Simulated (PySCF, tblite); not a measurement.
**C₂H₁₁B₂NSi: geometry, infrared bands and NMR shifts**

What infrared bands and NMR shifts should C₂H₁₁B₂NSi (`CB(C)BN[SiH3]`) show?

Computed with tblite 0.8.0 and PySCF 2.14.0, with density-fitted response routines of our own, on a single molecule in the gas phase. Atoms are numbered from 0 throughout.

## (1) The molecule as given

17 atoms, charge 0, multiplicity 1; geometry from: force field or distance geometry start.

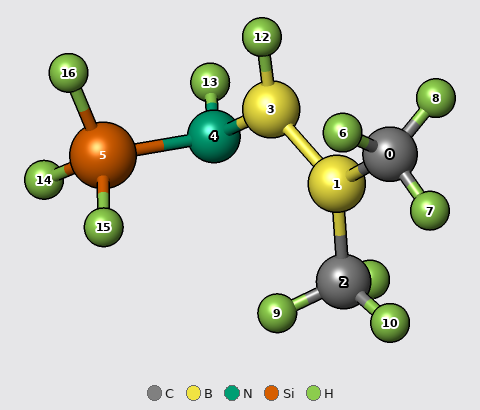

As it starts; carbon grey, boron yellow, nitrogen teal, silicon orange, hydrogen green, atoms numbered.

## (2) Relaxing the molecule with GFN2-xTB

The job: settings as JSON, then the geometry in Å.

```
{"job": {"kind": "relax", "xc": "GFN2-xTB", "basis": "xTB"}, "charge": 0, "multiplicity": 1}
C     -2.270200     0.675200     0.758700
B     -1.080800    -0.090100     0.050000
C     -1.190600    -0.617100    -1.437600
B      0.332100    -0.341200     0.899500
N      1.534700    -0.985000     0.230400
Si     2.652100     0.334800    -0.242400
H     -1.942600     1.696200     1.053300
H     -3.133400     0.776000     0.070000
H     -2.596800     0.116600     1.663700
H     -0.420100    -0.136200    -2.059500
H     -2.199100    -0.365100    -1.861600
H     -1.068100    -1.717800    -1.462500
H      0.443000     0.128200     1.995000
H      2.031500    -1.561300     0.938700
H      3.849800    -0.233600    -0.868300
H      1.991400     1.236800    -1.183700
H      3.060200     1.095800     0.959200
```

Launch:

```
> OMP_NUM_THREADS=1 python probes_run.py task.json out
```

The driver reads the jobs from task.json and runs them one after another.

Output:

```text
step      E/eV     max force
  0    -462.16582    1.942
  1    -462.30916    1.256
  2    -462.40132    0.719
  3    -462.42861    0.540
  4    -462.46925    0.569
  5    -462.48628    0.543
  6    -462.53836    0.558
  7    -462.57289    0.572
  8    -462.60582    0.568
  9    -462.63150    0.506
 10    -462.66096    0.652
 11    -462.71114    0.806
 12    -462.77491    0.638
 13    -462.83557    0.583
 14    -462.88748    0.557
 15    -462.94881    0.700
 16    -463.00655    0.919
 17    -463.04292    1.036
 18    -463.09828    0.472
 19    -463.11870    0.399
 20    -463.14192    0.388
 21    -463.17091    0.547
 22    -463.19715    0.460
 23    -463.21560    0.305
 24    -463.22698    0.286
 25    -463.23656    0.298
 26    -463.24716    0.286
 27    -463.25854    0.290
 28    -463.26657    0.294
 29    -463.27425    0.169
 30    -463.27846    0.133
 31    -463.28110    0.134
 32    -463.28324    0.139
 33    -463.28607    0.192
 34    -463.29001    0.283
 35    -463.29448    0.286
 36    -463.29868    0.205
 37    -463.30250    0.157
 38    -463.30620    0.160
 39    -463.30980    0.164
 40    -463.31345    0.140
 41    -463.31732    0.153
 42    -463.32246    0.196
 43    -463.32926    0.218
 44    -463.33538    0.196
 45    -463.33947    0.183
 46    -463.34270    0.157
 47    -463.34574    0.149
 48    -463.34925    0.166
 49    -463.35213    0.137
 50    -463.35385    0.088
 51    -463.35478    0.068
 52    -463.35578    0.083
 53    -463.35733    0.097
 54    -463.35958    0.153
 55    -463.36206    0.143
 56    -463.36394    0.098
 57    -463.36518    0.101
 58    -463.36639    0.092
 59    -463.36780    0.102
 60    -463.36897    0.068
 61    -463.36965    0.050
 62    -463.37009    0.058
 63    -463.37071    0.093
 64    -463.37198    0.141
 65    -463.37414    0.169
 66    -463.37653    0.143
 67    -463.37817    0.079
 68    -463.37913    0.068
 69    -463.37998    0.079
 70    -463.38119    0.090
 71    -463.38369    0.096
 72    -463.38565    0.087
 73    -463.38733    0.083
 74    -463.38888    0.078
 75    -463.39076    0.083
 76    -463.39274    0.103
 77    -463.39434    0.095
 78    -463.39552    0.081
 79    -463.39671    0.093
 80    -463.39865    0.124
 81    -463.40240    0.126
 82    -463.40603    0.129
 83    -463.40814    0.070
 84    -463.40888    0.082
 85    -463.40921    0.072
 86    -463.40954    0.069
 87    -463.41055    0.056
 88    -463.41095    0.053
 89    -463.41132    0.045
 90    -463.41153    0.029
 91    -463.41173    0.028
 92    -463.41193    0.038
 93    -463.41215    0.036
 94    -463.41234    0.025
 95    -463.41250    0.030
 96    -463.41266    0.034
 97    -463.41281    0.026
 98    -463.41294    0.023
 99    -463.41303    0.019
100    -463.41310    0.021
101    -463.41317    0.020
102    -463.41327    0.023
103    -463.41338    0.021
104    -463.41347    0.022
105    -463.41353    0.020
106    -463.41358    0.013
107    -463.41361    0.011
108    -463.41364    0.012
109    -463.41366    0.012
110    -463.41369    0.017
111    -463.41374    0.022
112    -463.41384    0.026
113    -463.41397    0.026
114    -463.41412    0.029
115    -463.41424    0.022
116    -463.41432    0.022
117    -463.41439    0.023
118    -463.41446    0.020
119    -463.41454    0.026
120    -463.41462    0.022
121    -463.41468    0.018
122    -463.41474    0.016
123    -463.41478    0.017
124    -463.41482    0.013
125    -463.41484    0.012
126    -463.41487    0.011
127    -463.41489    0.015
128    -463.41493    0.016
129    -463.41496    0.013
130    -463.41499    0.012
131    -463.41501    0.011
132    -463.41504    0.015
133    -463.41505    0.012
134    -463.41506    0.005
```

It took 0.78 s on 1 thread of Arm Neoverse V1, shared host; peak memory 0.18 GiB.

The steps of the relaxation: (not every step is listed)

| step | energy from step 0 (eV) | largest force (eV/Å) |
| --- | --- | --- |
| 0 | 0.0000 | 1.9418 |
| 1 | -0.1433 | 1.2559 |
| 2 | -0.2355 | 0.7190 |
| 3 | -0.2628 | 0.5399 |
| 4 | -0.3034 | 0.5686 |
| 5 | -0.3205 | 0.5431 |
| 6 | -0.3725 | 0.5581 |
| 7 | -0.4071 | 0.5723 |
| 8 | -0.4400 | 0.5677 |
| 20 | -0.9761 | 0.3879 |
| 32 | -1.1174 | 0.1390 |
| 44 | -1.1696 | 0.1955 |
| 56 | -1.1981 | 0.0980 |
| 68 | -1.2133 | 0.0683 |
| 80 | -1.2328 | 0.1237 |
| 92 | -1.2461 | 0.0379 |
| 104 | -1.2477 | 0.0220 |
| 116 | -1.2485 | 0.0222 |
| 128 | -1.2491 | 0.0159 |
| 129 | -1.2491 | 0.0127 |
| 130 | -1.2492 | 0.0124 |
| 131 | -1.2492 | 0.0112 |
| 132 | -1.2492 | 0.0154 |
| 133 | -1.2492 | 0.0121 |
| 134 | -1.2492 | 0.0055 |

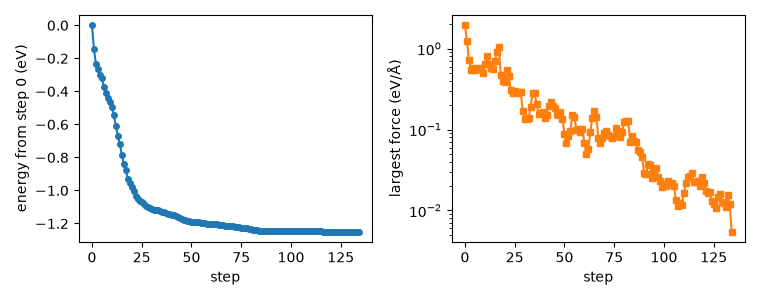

Energy and largest force along the relaxation.

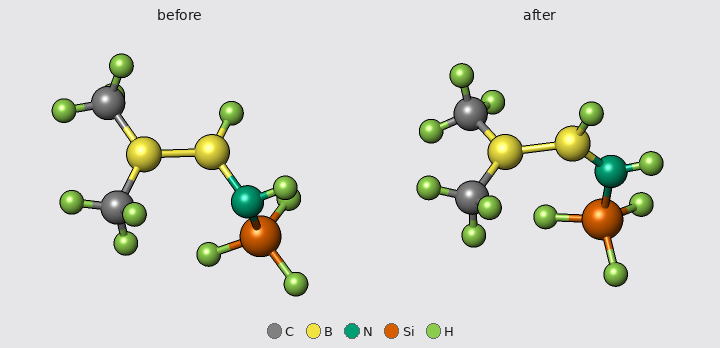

Before and after, at one scale.

Distances of close pairs at the start and the end, largest changes first:

| bond | before (Å) | after (Å) | change (Å) |
| --- | --- | --- | --- |
| B3–N4 | 1.519 | 1.409 | -0.111 |
| N4–Si5 | 1.793 | 1.738 | -0.055 |
| C2–H10 | 1.123 | 1.089 | -0.034 |
| N4–H13 | 1.040 | 1.012 | -0.028 |
| C0–H6 | 1.112 | 1.089 | -0.023 |
| C0–H8 | 1.113 | 1.091 | -0.021 |
| C0–H7 | 1.109 | 1.089 | -0.020 |
| C2–H11 | 1.108 | 1.088 | -0.020 |

The end geometry stands in the next job.

## (3) Vibrational analysis with GFN2-xTB

The job: settings as JSON, then the geometry in Å.

```
{"job": {"kind": "ir", "xc": "GFN2-xTB", "basis": "xTB"}, "charge": 0, "multiplicity": 1}
C     -1.789835     0.962619     0.506134
B     -0.933993    -0.283054     0.024342
C     -1.312591    -0.891728    -1.390562
B      0.265952    -0.930217     0.966313
N      1.602037    -0.493042     0.878483
Si     2.354437     0.686592    -0.151804
H     -1.212325     1.688544     1.076088
H     -2.299110     1.489319    -0.299397
H     -2.565661     0.597374     1.180942
H     -0.670420    -0.415423    -2.133407
H     -2.339285    -0.695662    -1.696085
H     -1.132886    -1.961720    -1.474441
H      0.062003    -1.784012     1.761902
H      2.260791    -0.950606     1.495487
H      3.105721    -0.003055    -1.209963
H      1.318679     1.542148    -0.722787
H      3.279488     1.453953     0.691471
```

Output:

```text
mode    cm-1     km/mol
  1       4.1      0.42
  2      50.3      0.38
  3      63.7      0.24
  4      86.0      0.35
  5      96.1      2.43
  6     122.7      0.23
  7     264.2      0.56
  8     281.1      1.02
  9     296.2      0.13
 10     443.0      3.22
 11     567.4     17.25
 12     579.4     64.45
 13     612.6     46.76
 14     618.2     22.12
 15     698.9      0.74
 16     754.2     24.53
 17     772.2     29.62
 18     779.6    289.19
 19     786.9    178.49
 20     811.7    446.51
 21     835.3    118.51
 22     859.1     32.28
 23     872.2      3.22
 24    1060.4     88.14
 25    1087.9     77.42
 26    1112.8     62.49
 27    1264.0     15.14
 28    1311.8    281.60
 29    1374.7     25.29
 30    1382.0      8.79
 31    1485.8      1.84
 32    1489.5      2.55
 33    1502.5      3.85
 34    1507.5      0.81
 35    2201.0    414.26
 36    2219.7    280.43
 37    2289.7    254.07
 38    2500.3    223.99
 39    2986.1     10.08
 40    2990.1     54.88
 41    3007.8      5.61
 42    3013.2    104.05
 43    3018.8     22.37
 44    3024.4     35.63
 45    3396.5      9.29
```

Wall time 0.48 s (1 thread of Arm Neoverse V1, shared host); peak memory 0.18 GiB.

The strongest bands and the atoms that carry them (share of the mass-weighted mode):

| cm⁻¹ | km/mol | atoms |
| --- | --- | --- |
| 780 | 289.2 | H12 29 %, H15 17 %, H13 16 %, B3 15 % |
| 787 | 178.5 | H14 51 %, H15 17 %, H16 14 % |
| 812 | 446.5 | H16 32 %, H14 28 %, Si5 19 %, H15 13 % |
| 1312 | 281.6 | N4 46 %, B3 45 % |
| 2201 | 414.3 | H14 80 %, H16 16 % |
| 2220 | 280.4 | H16 81 %, H14 17 % |
| 2290 | 254.1 | H15 97 % |
| 2500 | 224.0 | H12 92 % |

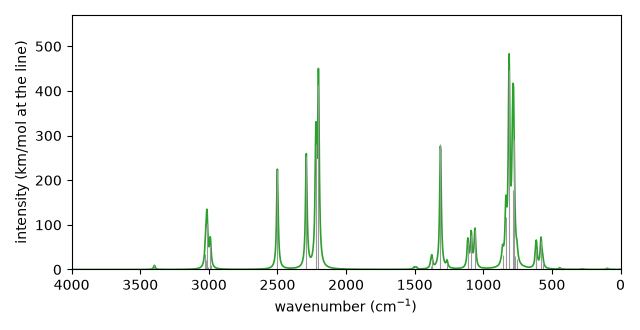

The infrared spectrum from these modes, unscaled. Lines are broadened to a width of 14 cm⁻¹ (Lorentzian).

## (4) Nuclear shieldings: PBE0/pcSseg-1

Settings changed since step 3:

```diff
@@ -1,2 +1,2 @@
-{"job": {"kind": "ir", "xc": "GFN2-xTB", "basis": "xTB"}, "charge": 0, "multiplicity": 1}
+{"job": {"kind": "nmr", "xc": "PBE0", "basis": "pcSseg-1"}, "charge": 0, "multiplicity": 1}
 C     -1.789835     0.962619     0.506134
```

Level: GIAO PBE0/pcSseg-1 NMR shielding, non-relativistic, gas phase.

Output:

```text
coarse grid: 13856 points
cycle   1  E = -476.3152380502  dE =  2.576e-01  |g| = 5.348e-01  |ddm| = 3.500e+00
cycle   2  E = -476.2951500047  dE =  2.009e-02  |g| = 6.212e-01  |ddm| = 1.047e+00
cycle   3  E = -476.3887807506  dE = -9.363e-02  |g| = 7.894e-02  |ddm| = 5.692e-01
cycle   4  E = -476.3900298374  dE = -1.249e-03  |g| = 2.859e-02  |ddm| = 7.396e-02
cycle   5  E = -476.3902188482  dE = -1.890e-04  |g| = 4.586e-03  |ddm| = 2.408e-02
cycle   6  E = -476.3902243639  dE = -5.516e-06  |g| = 1.111e-03  |ddm| = 5.803e-03
final grid: 126848 points
cycle   7  E = -476.4176454277  dE = -3.222e-05  |g| = 8.243e-03  |ddm| = 2.580e-02
cycle   8  E = -476.4176381977  dE =  7.230e-06  |g| = 1.006e-02  |ddm| = 1.454e-02
cycle   9  E = -476.4176618102  dE = -2.361e-05  |g| = 1.125e-03  |ddm| = 7.787e-03
cycle  10  E = -476.4176620949  dE = -2.846e-07  |g| = 2.023e-04  |ddm| = 9.058e-04
cycle  11  E = -476.4176621038  dE = -8.939e-09  |g| = 4.105e-05  |ddm| = 1.965e-04
cycle  12  E = -476.4176621042  dE = -4.524e-10  |g| = 1.326e-05  |ddm| = 6.454e-05
converged SCF energy = -476.4176621042

GIAO shielding tensors (ppm)
atom      isotropic    diamagn.    paramagn.     s11        s22        s33       span
  0 C      167.215     252.675     -85.460    145.342    173.838    182.465     37.123
  1 B       -2.746     192.212    -194.958    -90.105    -49.923    131.790    221.895
  2 C      168.018     253.037     -85.019    144.430    173.783    185.842     41.412
  3 B       43.568     196.794    -153.226    -23.467     33.502    120.669    144.136
  4 N      155.378     320.615    -165.237     51.738    164.439    249.957    198.219
  5 Si     399.711     880.166    -480.456    363.110    377.725    458.297     95.187
  6 H       30.281      32.239      -1.958     27.181     29.082     34.580      7.399
  7 H       30.477      31.643      -1.166     27.780     29.498     34.153      6.373
  8 H       30.851      30.015       0.837     26.842     29.109     36.603      9.761
  9 H       31.101      32.087      -0.986     27.964     29.328     36.009      8.045
 10 H       30.516      30.836      -0.321     27.002     29.533     35.012      8.010
 11 H       30.132      31.369      -1.237     26.575     29.073     34.749      8.173
 12 H       25.351      30.762      -5.411     22.566     26.221     27.265      4.699
 13 H       27.481      29.359      -1.878     22.014     26.131     34.297     12.283
 14 H       26.914      29.249      -2.334     23.811     25.123     31.808      7.997
 15 H       27.456      31.305      -3.850     24.421     27.888     30.058      5.637
 16 H       26.915      28.849      -1.934     23.857     25.078     31.811      7.954
```

Wall time 28 s (1 thread of Arm Neoverse V1, shared host); peak memory 0.75 GiB.

Shifts follow as δ = σ(reference) − σ, with reference shieldings (ppm) from runs at the same level and on the same kind of geometry: ¹H TMS 31.72, ¹³C TMS 186.9, ²⁹Si TMS 349.2, ¹⁵N NH3 267.7, ¹¹B BF3·OEt2 100.1. The references are single molecules in the gas phase, so shifts against H2O, NH3, PH3, H3PO4 or CFCl3 are not on the usual liquid scales and can be off by tens of ppm. Atoms listed in one row are averaged.

| atoms | environment | σ (ppm) | δ (ppm) | δ scaled to CDCl3 |
| --- | --- | --- | --- | --- |
| C0, C2 | methyl carbon bonded to B | 167.6 | 19.3 | 16.9 |
| H12 | hydrogen on a boron bonded to B, N | 25.35 | 6.37 | – |
| H14, H15, H16 | hydrogen on a silicon bonded to N | 27.10 | 4.62 | – |
| H13 | hydrogen on a nitrogen bonded to B, Si | 27.48 | 4.24 | – |
| H6, H7, H8, H9, H10, H11 | hydrogen on a methyl carbon bonded to B | 30.56 | 1.16 | 1.20 |
| B1 | boron bonded to 2 C, B | -2.7 | 102.8 | – |
| B3 | boron bonded to B, N, H | 43.6 | 56.5 | – |
| N4 | nitrogen bonded to B, Si, H | 155.4 | 112.4 | – |
| Si5 | silicon bonded to N, 3 H | 399.7 | -50.6 | – |

The scaled column applies a straight-line fit of computed shieldings to shifts measured in CDCl3 (root-mean-square error 0.16 ppm for H, 1.9 ppm for C).

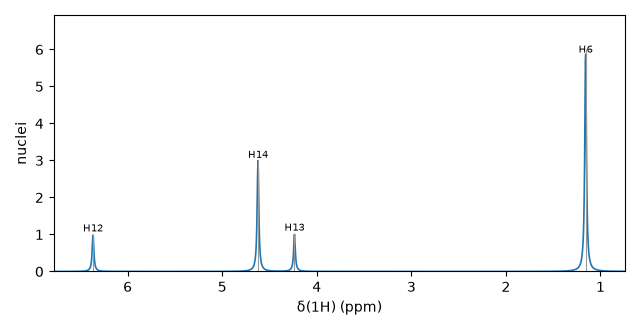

¹H lines at the computed shifts, without couplings. Lines are broadened to a width of 0.02 ppm (Lorentzian).

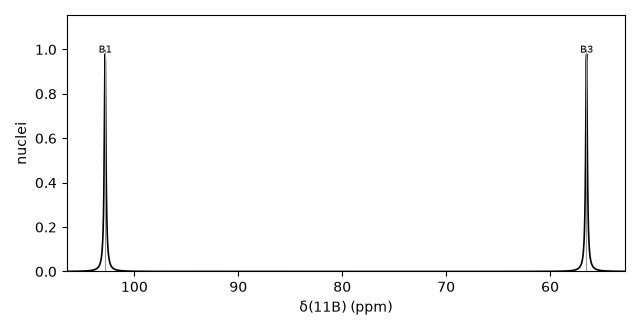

¹¹B lines at the computed shifts, without couplings. Lines are broadened to a width of 0.19 ppm (Lorentzian).

Charges from the same density, by scheme (e):

| atoms | Mulliken | IAO | Hirshfeld | ESP fit |
| --- | --- | --- | --- | --- |
| C0, C2 | -0.50 | -0.56 | -0.19 | -0.70 |
| B1 | 0.12 | 0.21 | 0.14 | 0.63 |
| B3 | 0.25 | -0.01 | 0.07 | 0.01 |
| N4 | -0.67 | -0.63 | -0.26 | -0.54 |
| Si5 | 0.59 | 0.76 | 0.37 | 0.47 |

ESP fit charges:

C0 -0.68; B1 0.63; C2 -0.71; B3 0.01; N4 -0.54; Si5 0.47; H6 0.14; H7 0.14; H8 0.15; H9 0.16; H10 0.16; H11 0.14; H12 -0.10; H13 0.32; H14 -0.11; H15 -0.08; H16 -0.11

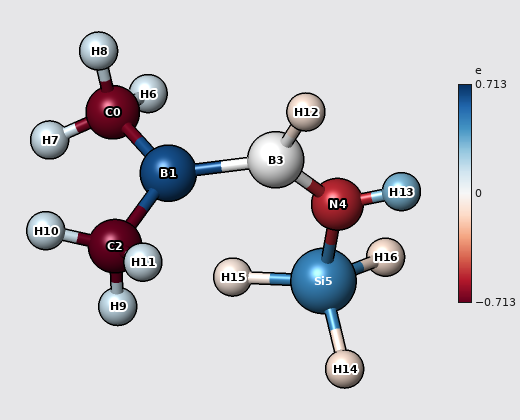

ESP fit charges, as colours on the atoms.

Mayer bond orders: C0–B1 1.04, B1–C2 1.04, B1–B3 1.01, B3–N4 1.25, N4–Si5 0.95.

Orbitals, density, ELF and potential are computed afterwards from the orbital file.

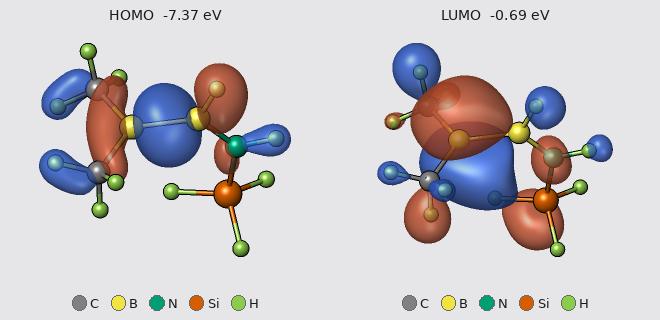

PBE0/pcSseg-1 orbitals near the gap, drawn at the value that encloses 70 % of each; the two colours are the two signs.

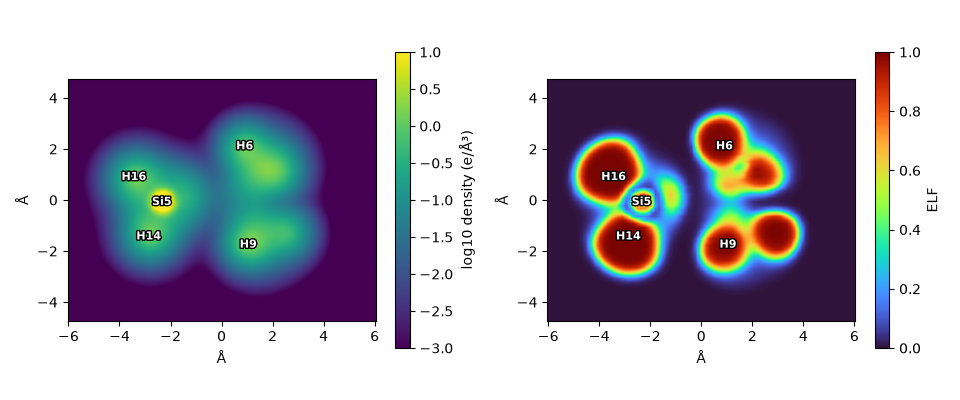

Density (left) and ELF (right) in a plane through or near 5 of the atoms.

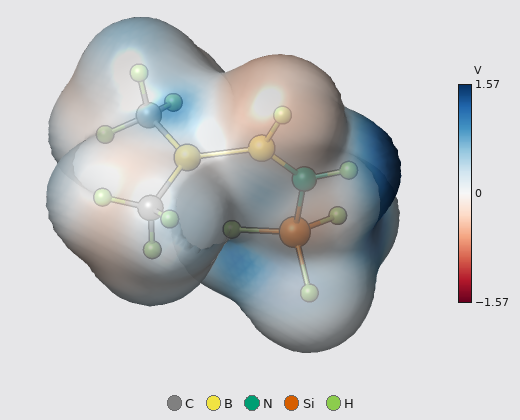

The potential that a unit positive charge feels on the 0.002 e/bohr³ surface, from -0.39 V near N4 to 1.57 V near H13.

## (5) Outcome

| quantity | value |
| --- | --- |
| strongest single infrared mode (GFN2-xTB) | 812 cm⁻¹, 447 km/mol |
| zero-point energy (GFN2-xTB) | 80.7 kcal/mol |
| ¹³C shifts against TMS (PBE0/pcSseg-1, means over atoms taken as alike) | 19.3 ppm |
| ¹H shifts against TMS (PBE0/pcSseg-1, means over atoms taken as alike) | 6.37, 4.62, 4.24, 1.16 ppm |
| ¹¹B shifts against BF3·OEt2 (PBE0/pcSseg-1) | 102.8, 56.5 ppm |
| ¹⁵N shifts against NH3 (PBE0/pcSseg-1) | 112.4 ppm |
| ²⁹Si shifts against TMS (PBE0/pcSseg-1) | -50.6 ppm |
| surface potential, least and greatest | -0.39 V and 1.57 V |

**Reading.** The optimisation took 134 steps and gained 1.249 eV; among the close pairs (by a distance rule), B3–N4 changed most, from 1.519 to 1.409 Å. No mode is imaginary among the 45: a minimum at this level. The strongest single mode, at 812 cm⁻¹, is carried by H16, H14, Si5, H15. Unscaled tight-binding wavenumbers are off by several per cent, some by more. Its intensities can rank the bands wrongly. At PBE0/pcSseg-1: The largest span, 222 ppm, is at B1, where the paramagnetic term is -195 ppm. By nearest atom (PBE0/pcSseg-1), the HOMO sits on B1, B3 about 27 % each; H12 13 % and the LUMO on B1 47 %; H8, H9, H15 about 6 % each.
